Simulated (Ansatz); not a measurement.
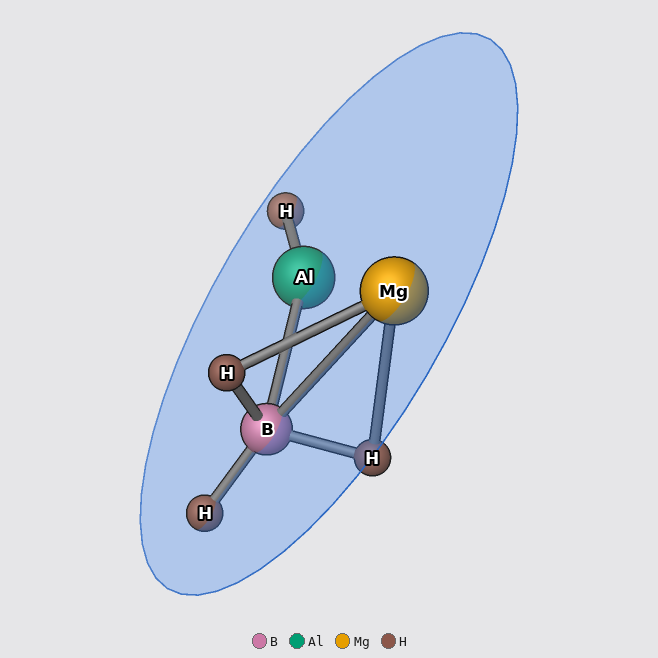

All proper rotation axes (lines) and mirror planes (discs) of the structure are drawn in. Depth is shown by fading: the farther an atom, the more it takes the colour of the background. The geometry was computed by an optimisation with PBE0-D4/def2-TZVP. No frequency run is at hand to confirm it as a minimum.

> Name the symmetry elements and the point group.

It has 1 mirror plane. Point group Cs. The group has 2 operations. The geometry is achiral, and symmetry allows a dipole moment.
